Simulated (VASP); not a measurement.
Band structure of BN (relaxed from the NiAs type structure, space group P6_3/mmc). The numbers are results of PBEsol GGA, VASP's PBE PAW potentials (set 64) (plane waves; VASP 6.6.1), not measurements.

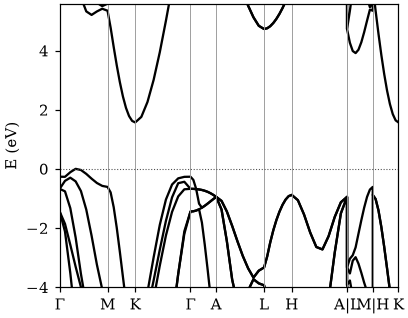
Bands along high-symmetry lines, zero at the valence-band maximum or, without a gap, the Fermi level

Read the plot: is there a gap, and where are the band edges?

The gap is indirect, 1.57 eV, from the valence maximum at Γ-M at 0.33 to the conduction minimum at K. (Edges off the drawn lines would not show.)

The structure was generated: BN was put into the NiAs type type (P6_3/mmc), which need not be its known phase. It was relaxed first, which changed the volume by +18 %.
